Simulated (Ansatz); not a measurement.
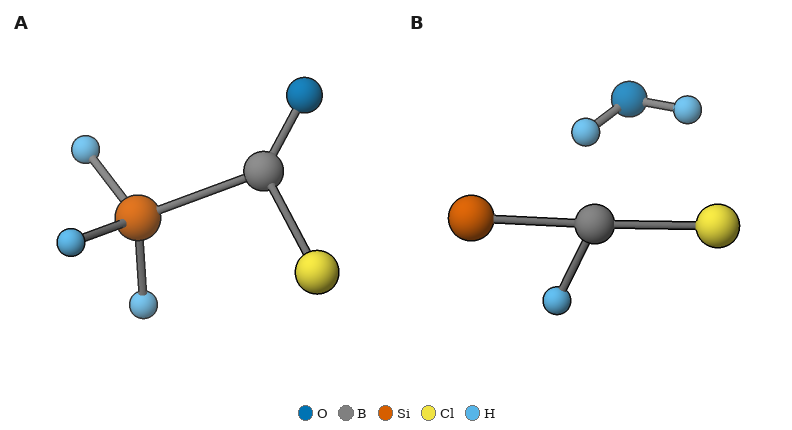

2 stationary structures of one formula. The species has charge −1 and is a spin singlet. Geometries: PBE0-D4/def2-TZVPD. Electronic energies: RHF-CCSD(T) (frozen core)/def2-TZVPPD (Ansatz 0.2.0), without zero-point energy. No frequency run is at hand to confirm each as a minimum. Each is one conformer, not always the lowest.

Question: Rank them by energy, lowest first.

Answer: A is lowest (Cs); B lies 72.8 kcal/mol above it (C1).

Give E(B) − E(A) in kcal/mol at these levels too: RHF-CCSD(T) (frozen core)/def2-TZVPPD; ωB97M-V/def2-TZVPPD; r2SCAN-D4/def2-TZVPPD; PBE0-D4/def2-TZVPD; B3LYP-D4/def2-TZVPPD; PBE-D4/def2-TZVPPD; PBE0-D4/def2-TZVPPD.

| level | E(B) − E(A) (kcal/mol) |
| --- | --- |
| RHF-CCSD(T) (frozen core)/def2-TZVPPD | +72.8 |
| ωB97M-V/def2-TZVPPD | +75.8 |
| r2SCAN-D4/def2-TZVPPD | +75.7 |
| PBE0-D4/def2-TZVPD | +74.4 |
| B3LYP-D4/def2-TZVPPD | +78.8 |
| PBE-D4/def2-TZVPPD | +70.9 |
| PBE0-D4/def2-TZVPPD | +73.0 |
